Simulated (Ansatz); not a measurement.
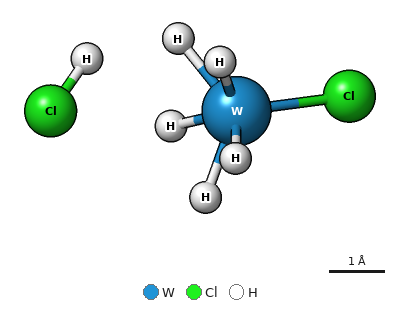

This is the input geometry for a relaxation of WH6Cl2. The picture is a ball-and-stick view, seen from a free direction.

The run prepares an end point of a later path (reaction) calculation, from a guessed geometry.

Method: RKS PBE0-D4/def2-SVP (Ansatz).

Input
```yaml
crystal:
  periodic: [false, false, false]
  atoms:
    - { symbol: W, position_ang: [0.161227, 0.16927, -0.530995] }
    - { symbol: Cl, position_ang: [0.366749, 0.390173, 3.039052] }
    - { symbol: H, position_ang: [1.479232, -0.575078, 0.183473] }
    - { symbol: H, position_ang: [-0.598331, 1.480578, 0.180047] }
    - { symbol: H, position_ang: [-1.372855, -0.113191, 0.070371] }
    - { symbol: H, position_ang: [-0.106311, -1.36677, 0.072142] }
    - { symbol: Cl, position_ang: [0.241632, 0.24635, -2.76438] }
    - { symbol: H, position_ang: [1.223103, 1.243043, 0.267333] }
    - { symbol: H, position_ang: [1.047054, 1.069025, 2.112156] }
basis:
  gaussian: { orbitals: def2-SVP }
hamiltonian:
  xc: pbe0
  dispersion: d4
relax:
  f_tol: 0.03
  max_steps: 50
```

Command:
```bash
ansatz run input.yaml --threads 2 --pin off --max-ram 3072MiB --backend cpu --events-out ev --progress --plain --runs-dir out
```

### Predict the outcome.

Over 9 geometry steps the energy falls by 0.210 eV. The largest force component goes from 0.95 to 0.002 eV/Å. The forces were under the threshold at step 7, but the run went on from there. The largest move after the best rigid fit is that of Cl2, 0.67 Å. Largest moves by element: Cl 0.67 Å, H 0.49 Å, W 0.05 Å. Some distances before and after: W1–Cl2 3.583 → 2.899 Å, W1–H9 2.929 → 3.344 Å, Cl2–H9 1.335 → 1.289 Å, W1–H8 1.708 → 1.679 Å. Bond angles that change, for instance: H3–W1–H5 119.6° → 122.6°, Cl7–W1–H8 115.0° → 112.9°, H5–W1–H8 120.6° → 122.6°.

History of the run:

| step | E − E(0), eV | largest force component, eV/Å |
| --- | --- | --- |
| 0 | 0.0000 | 0.9498 |
| 1 | -0.0563 | 0.6875 |
| 2 | -0.0853 | 0.8049 |
| 3 | -0.1330 | 0.3201 |
| 4 | -0.1692 | 0.4029 |
| 5 | -0.1912 | 0.5919 |
| 6 | -0.2065 | 0.0904 |
| 7 | -0.2093 | 0.0200 |
| 8 | -0.2093 | 0.0555 |
| 9 | -0.2095 | 0.0020 |

The structure at the end:

```xyz
9

W     0.1669    0.1754   -0.4819
Cl    0.1854    0.2014    2.4174
H     1.5554   -0.5154    0.1529
H    -0.5398    1.5583    0.1478
H    -1.3480   -0.0556    0.1966
H    -0.0501   -1.3401    0.1997
Cl    0.1191    0.1216   -2.7206
H     1.2684    1.2899    0.1218
H     1.0844    1.1079    2.5954
```

The end point in the same view:

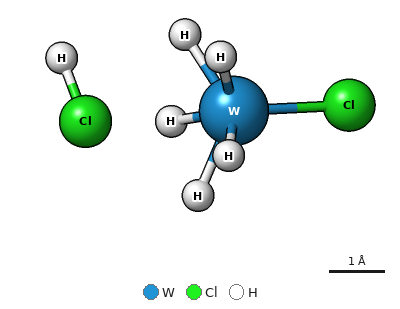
